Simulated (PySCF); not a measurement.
```xyz
17

C     2.6321   -0.3998    0.2526
C     1.1969   -0.1414    0.1008
C     0.6803    1.0949   -0.3352
C    -0.6648    1.3016   -0.4652
C    -1.5942    0.2617   -0.1602
N    -2.9010    0.4627   -0.2888
C    -1.0955   -0.9895    0.2812
C     0.2548   -1.1646    0.3998
F     0.7280   -2.3351    0.8088
H     3.2378    0.4526   -0.0390
H     2.9232   -1.2830   -0.3258
H     2.8588   -0.6752    1.2886
H     1.3721    1.8901   -0.5682
H    -1.0415    2.2558   -0.8005
H    -3.2639    1.3501   -0.6079
H    -3.5628   -0.2697   -0.0721
H    -1.7675   -1.7991    0.5213
```

Geometry: GFN2-xTB.

Method: UKS B3LYP, pcH-1 on C F H N, non-relativistic, mean-field spin-orbit, GIAO in PySCF.

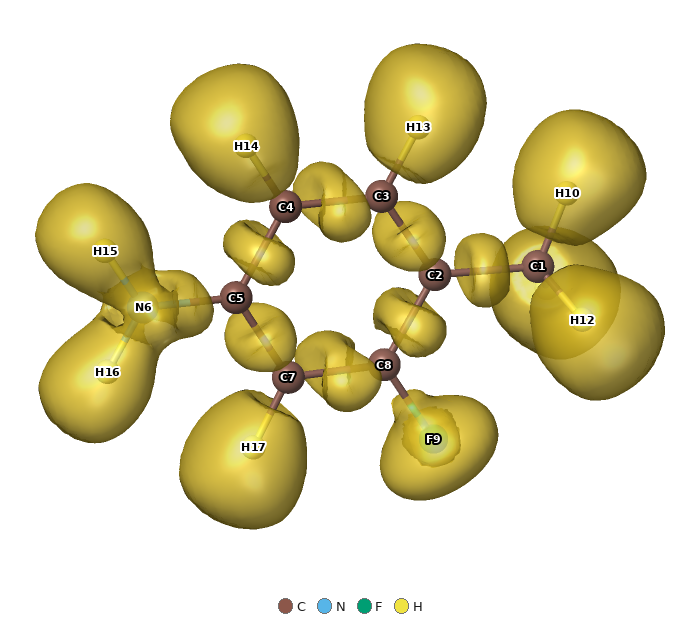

C$_{7}$H$_{8}$FN (SMILES Cc1ccc([NH2+])cc1F) (charge +1, doublet). Isosurface of the ELF at 0.75 (yellow), seen at a tilt. Core shells and regions of very low density are left out.

What do the ELF domains correspond to?

Answer. The surface consists of seven regions between bonded C–C atoms (shared pairs), six regions around hydrogen nuclei, one region on F in which the atom's valence shell and bonds are merged and one joined region spread over several atoms (H, N), in which their bonds and any lone pairs are merged.

Values along the shortest contacts:
C–F (1.33 Å): the ELF peaks at about 0.85 between the atoms; a shared but strongly polarised pair. C–N (1.33 Å): the ELF peaks at about 0.90 between the atoms; localised, covalent bonding.
